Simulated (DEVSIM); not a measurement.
Structure: Pd/SiO2/n-Ge capacitor, at 300 K.

```csv
layer (left to right),material,thickness (nm),Nd (cm⁻³)
1,SiO2,1.00,-
2,Ge,8000,2.8e14
```

Metal gate on the left, work function 5.2 eV. Fixed charge at the semiconductor interface 8.6e11 cm⁻² (in units of +e); no interface traps.

This is a model device: material constants are rounded textbook-type values typed into the input, and sizes, dopings and lifetimes were drawn at random. Values at 300 K.

```
parameter      SiO2       Ge
-------------  ----  -------
gap (eV)          9    0.664
affinity (eV)   0.9        4
permittivity    3.9       16
Nc (cm⁻³)         -  1.04e19
Nv (cm⁻³)         -     6e18
```

DEVSIM, 1D Poisson equation in equilibrium, Boltzmann statistics, complete ionisation; no quantum confinement or tunnelling. Metal contacts follow the ideal Schottky-Mott rule: no Fermi-level pinning, no interface dipoles.

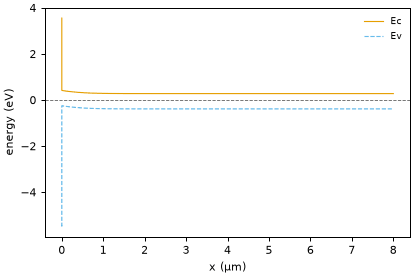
Fig. 1. Band edges at 0.75 V on the gate

Energies count from the Fermi level of the right contact; mesh points crowd at the junctions.

```json
[
 {"x (μm)": "0.000", "Ec (eV)": "3.550", "Ev (eV)": "-5.450", "n (cm⁻³)": "< 1e2", "p (cm⁻³)": "< 1e2", "field (V/cm)": "-410000"},
 {"x (μm)": "0.0005719", "Ec (eV)": "3.526", "Ev (eV)": "-5.473", "n (cm⁻³)": "< 1e2", "p (cm⁻³)": "< 1e2", "field (V/cm)": "-410000"},
 {"x (μm)": "0.001311", "Ec (eV)": "0.409", "Ev (eV)": "-0.255", "n (cm⁻³)": "1.4e12", "p (cm⁻³)": "3.1e14", "field (V/cm)": "-3000"},
 {"x (μm)": "0.003047", "Ec (eV)": "0.409", "Ev (eV)": "-0.255", "n (cm⁻³)": "1.4e12", "p (cm⁻³)": "3.1e14", "field (V/cm)": "-3000"},
 {"x (μm)": "0.008706", "Ec (eV)": "0.407", "Ev (eV)": "-0.257", "n (cm⁻³)": "1.5e12", "p (cm⁻³)": "2.9e14", "field (V/cm)": "-2900"},
 {"x (μm)": "0.01917", "Ec (eV)": "0.404", "Ev (eV)": "-0.260", "n (cm⁻³)": "1.7e12", "p (cm⁻³)": "2.6e14", "field (V/cm)": "-2900"},
 {"x (μm)": "0.04059", "Ec (eV)": "0.398", "Ev (eV)": "-0.266", "n (cm⁻³)": "2.1e12", "p (cm⁻³)": "2.0e14", "field (V/cm)": "-2700"},
 {"x (μm)": "0.1125", "Ec (eV)": "0.380", "Ev (eV)": "-0.284", "n (cm⁻³)": "4.4e12", "p (cm⁻³)": "1.0e14", "field (V/cm)": "-2400"},
 {"x (μm)": "0.2454", "Ec (eV)": "0.351", "Ev (eV)": "-0.313", "n (cm⁻³)": "1.3e13", "p (cm⁻³)": "3.3e13", "field (V/cm)": "-1900"},
 {"x (μm)": "0.5353", "Ec (eV)": "0.309", "Ev (eV)": "-0.355", "n (cm⁻³)": "6.8e13", "p (cm⁻³)": "6.5e12", "field (V/cm)": "-1100"},
 {"x (μm)": "1.128", "Ec (eV)": "0.277", "Ev (eV)": "-0.387", "n (cm⁻³)": "2.3e14", "p (cm⁻³)": "1.9e12", "field (V/cm)": "-190"},
 {"x (μm)": "3.119", "Ec (eV)": "0.272", "Ev (eV)": "-0.392", "n (cm⁻³)": "2.8e14", "p (cm⁻³)": "1.6e12", "field (V/cm)": "≈ 0"},
 {"x (μm)": "5.596", "Ec (eV)": "0.272", "Ev (eV)": "-0.392", "n (cm⁻³)": "2.8e14", "p (cm⁻³)": "1.6e12", "field (V/cm)": "≈ 0"},
 {"x (μm)": "6.898", "Ec (eV)": "0.272", "Ev (eV)": "-0.392", "n (cm⁻³)": "2.8e14", "p (cm⁻³)": "1.6e12", "field (V/cm)": "≈ 0"},
 {"x (μm)": "7.603", "Ec (eV)": "0.272", "Ev (eV)": "-0.392", "n (cm⁻³)": "2.8e14", "p (cm⁻³)": "1.6e12", "field (V/cm)": "≈ 0"},
 {"x (μm)": "7.813", "Ec (eV)": "0.272", "Ev (eV)": "-0.392", "n (cm⁻³)": "2.8e14", "p (cm⁻³)": "1.6e12", "field (V/cm)": "≈ 0"},
 {"x (μm)": "7.915", "Ec (eV)": "0.272", "Ev (eV)": "-0.392", "n (cm⁻³)": "2.8e14", "p (cm⁻³)": "1.6e12", "field (V/cm)": "≈ 0"},
 {"x (μm)": "7.961", "Ec (eV)": "0.272", "Ev (eV)": "-0.392", "n (cm⁻³)": "2.8e14", "p (cm⁻³)": "1.6e12", "field (V/cm)": "≈ 0"},
 {"x (μm)": "7.988", "Ec (eV)": "0.272", "Ev (eV)": "-0.392", "n (cm⁻³)": "2.8e14", "p (cm⁻³)": "1.6e12", "field (V/cm)": "≈ 0"},
 {"x (μm)": "7.995", "Ec (eV)": "0.272", "Ev (eV)": "-0.392", "n (cm⁻³)": "2.8e14", "p (cm⁻³)": "1.6e12", "field (V/cm)": "≈ 0"},
 {"x (μm)": "7.999", "Ec (eV)": "0.272", "Ev (eV)": "-0.392", "n (cm⁻³)": "2.8e14", "p (cm⁻³)": "1.6e12", "field (V/cm)": "≈ 0"},
 {"x (μm)": "8.001", "Ec (eV)": "0.272", "Ev (eV)": "-0.392", "n (cm⁻³)": "2.8e14", "p (cm⁻³)": "1.6e12", "field (V/cm)": "≈ 0"}
]
```
